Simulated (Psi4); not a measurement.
**CHAlFO+ (SMILES [O+]#[C][AlH][F]) at MN15/cc-pV(Q+d)Z (density fitting, sweep point 6)**

What is the vertical ionisation energy of CHAlFO+ at MN15/cc-pV(Q+d)Z (density fitting, sweep point 6)? 

The results are computed with Psi4 1.11.

### 1 The structure to begin with

The species is CHAlFO+ (5 atoms), meant as a singlet with charge +1. As SMILES, `[O+]#[C][AlH][F]`. The shape comes from GFN2-xTB, which is rough for such elements, and wasn't checked as a minimum.

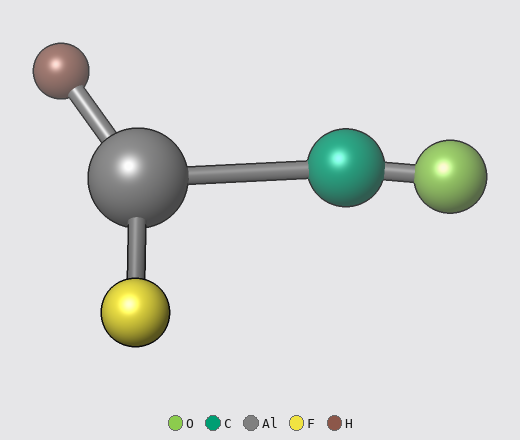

The structure, seen from a chosen angle (oxygen green, carbon teal, aluminium grey, fluorine yellow, hydrogen brown).

### 2 The energy at MN15/cc-pV(Q+d)Z (density fitting, sweep point 6)

Contents of input.inp:

```
memory 1600 mb

molecule geom {
  1 1
  O      0.875470    -1.765280     1.316800
  C      0.590070    -0.886690     0.714870
  Al    -0.292060     0.719910    -0.510680
  F     -1.742320     0.033220    -0.702740
  H      0.568840     1.898850    -0.818240
  symmetry c1
}

set {
  basis                cc-pV(Q+d)Z
  reference            rks
  puream               true
  scf_type             df
  dft_radial_points    99
  dft_spherical_points 590
}

result, w = energy('mn15', return_wfn=True)
print_variables()
```

On the command line:

```sh
psi4 -i input.inp -o input.out -n 1
```

input.out:

```text
[...]
  Running in c1 symmetry.
[...]
  Nuclear repulsion =  125.006586218126358
[...]
  Multiplicity = 1
[...]
  Nalpha       = 18
  Nbeta        = 18
[...]
    Number of basis functions: 259
[...]
   @DF-RKS iter   1:  -455.66820175300433   -5.52525e-01   2.47564e-03 DIIS/ADIIS
[...]
   @DF-RKS iter   8:  -455.79583535531731   -5.01611e-08   2.51890e-07 DIIS
[...]
    Orbital Energies [Eh]
    ---------------------
    Doubly Occupied:
       1A    -55.581522     2A    -24.464213     3A    -19.187171
       4A    -10.436426     5A     -4.363355     6A     -3.053304
       7A     -3.050005     8A     -3.042836     9A     -1.470583
      10A     -1.406913    11A     -0.875723    12A     -0.790531
      13A     -0.787415    14A     -0.783502    15A     -0.726707
      16A     -0.689795    17A     -0.685988    18A     -0.630687
[...]
  @DF-RKS Final Energy:  -455.79583535531731
   => Energetics <=
    Nuclear Repulsion Energy =            125.0065862181263583
    One-Electron Energy =                -870.9129325270869231
    Two-Electron Energy =                 314.7047349883077914
    DFT Exchange-Correlation Energy =     -24.5942240346645349
    Empirical Dispersion Energy =           0.0000000000000000
    VV10 Nonlocal Energy =                  0.0000000000000000
    Total Energy =                       -455.7958353553173083
[...]
 Multipole Moments:
 ------------------------------------------------------------------------------------
     Multipole            Electronic (a.u.)      Nuclear  (a.u.)        Total (a.u.)
 ------------------------------------------------------------------------------------
 L = 1.  Multiply by 2.5417464519 to convert [e a0] to [Debye]
 Dipole X            :         -1.0327142            2.2126737            1.1799594
 Dipole Y            :         -0.1078626            0.8632822            0.7554196
 Dipole Z            :         -0.3519005            0.3966774            0.0447769
 Magnitude           :                                                    1.4017732
[...]
```

Wall time 61 s (1 thread of Intel Xeon Platinum 8488C (Sapphire Rapids), shared host); peak memory 1.4 GiB.

### 3 Doublet [CHAlFO]2+

Contents of input.inp:

```
memory 1600 MB

molecule mol {
  2 2
  O      0.875470    -1.765280     1.316800
  C      0.590070    -0.886690     0.714870
  Al    -0.292060     0.719910    -0.510680
  F     -1.742320     0.033220    -0.702740
  H      0.568840     1.898850    -0.818240
  symmetry c1
}

set globals {
  basis cc-pV(Q+d)Z
  reference uks
  puream true
  scf_type df
  dft_radial_points 99
  dft_spherical_points 590
  maxiter 150
}

energy("mn15")
```

On the command line:

```sh
psi4 -i input.inp -o input.out -n 1
```

input.out:

```text
[...]
  Running in c1 symmetry.
[...]
  Nuclear repulsion =  125.006586218126358
[...]
  Multiplicity = 2
[...]
  Nalpha       = 18
  Nbeta        = 17
[...]
    Number of basis functions: 259
[...]
   @DF-UKS iter   1:  -454.91383176378707    2.01845e-01   2.57476e-03 DIIS/ADIIS
[...]
   @DF-UKS iter  11:  -455.08101687203958   -1.98969e-07   9.03821e-07 DIIS
[...]
   @S^2 Observed:                7.629786410E-01
[...]
    Orbital Energies [Eh]
    ---------------------
    Alpha Occupied:
       1A    -55.913424     2A    -24.766647     3A    -19.395826
       4A    -10.662296     5A     -4.688018     6A     -3.376676
       7A     -3.373863     8A     -3.371436     9A     -1.694467
      10A     -1.670044    11A     -1.087870    12A     -1.043521
      13A     -1.001212    14A     -0.998980    15A     -0.983656
      16A     -0.980237    17A     -0.967353    18A     -0.958373
    Alpha Virtual:
      19A     -0.523705    20A     -0.488942    21A     -0.478194
      22A     -0.433054    23A     -0.423526    24A     -0.270121
      25A     -0.236916    26A     -0.234365    27A     -0.228291
[...]
  @DF-UKS Final Energy:  -455.08101687203958
   => Energetics <=
    Nuclear Repulsion Energy =            125.0065862181263583
    One-Electron Energy =                -860.9790471503961271
    Two-Electron Energy =                 305.2635100041854912
    DFT Exchange-Correlation Energy =     -24.3720659439553167
    Empirical Dispersion Energy =           0.0000000000000000
    VV10 Nonlocal Energy =                  0.0000000000000000
    Total Energy =                       -455.0810168720395836
[...]
 Multipole Moments:
 ------------------------------------------------------------------------------------
     Multipole            Electronic (a.u.)      Nuclear  (a.u.)        Total (a.u.)
 ------------------------------------------------------------------------------------
 L = 1.  Multiply by 2.5417464519 to convert [e a0] to [Debye]
 Dipole X            :         -0.6539880            2.2126737            1.5586856
 Dipole Y            :          1.7041980            0.8632822            2.5674802
 Dipole Z            :         -1.1979394            0.3966774           -0.8012620
 Magnitude           :                                                    3.1086133
[...]
```

Wall time 2.3 min (1 thread of Intel Xeon Platinum 8488C (Sapphire Rapids), shared host); peak memory 1.4 GiB.

### 4 Results

Level: MN15/cc-pV(Q+d)Z (density fitting, sweep point 6).

| quantity | value |
| --- | --- |
| singlet CHAlFO+: total energy | -455.79584 Eh |
| singlet CHAlFO+: HOMO energy | -17.16 eV |
| singlet CHAlFO+: LUMO energy | -8.04 eV |
| singlet CHAlFO+: HOMO–LUMO gap | 9.12 eV |
| doublet [CHAlFO]2+: total energy | -455.08102 Eh |
| doublet [CHAlFO]2+: HOMO energy (highest over α and β) | -25.14 eV |
| doublet [CHAlFO]2+: LUMO energy (lowest over α and β) | -21.53 eV |
| doublet [CHAlFO]2+: ⟨S²⟩ | 0.763 |
| vertical ionisation energy (to the doublet dication) | 19.451 eV |

**Reading.** Removing an electron at fixed nuclei costs 19.45 eV (1877 kJ/mol). The negative HOMO energy of the first species, 17.16 eV, lies 2.29 eV below that difference.
